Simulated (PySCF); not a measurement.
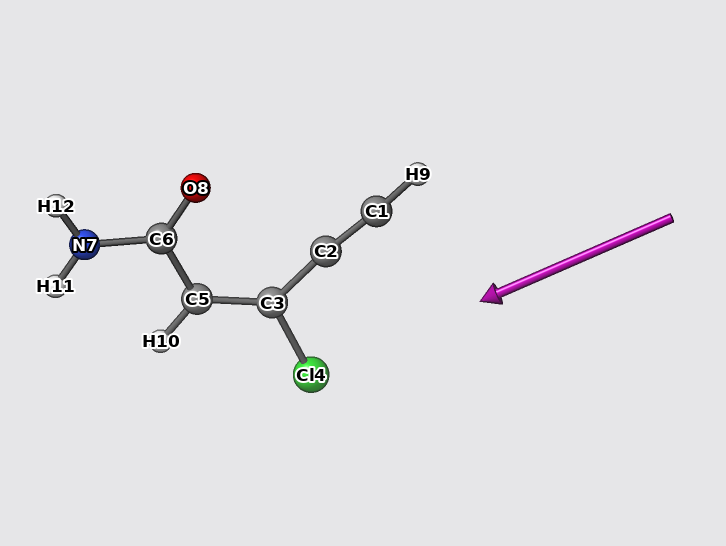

The arrow beside the molecule shows the direction of the dipole moment, from the negative to the positive end (its length means nothing). Computed geometry: GFN2-xTB optimisation. No frequency run is at hand to confirm it as a minimum. Method: PBE0/pcSseg-1, gas phase (PySCF 2.14.0).

Question: How large is the dipole moment?

Answer: 2.77 D; it points from the side of H9 to the side of H11 (the outermost atoms at the two ends).
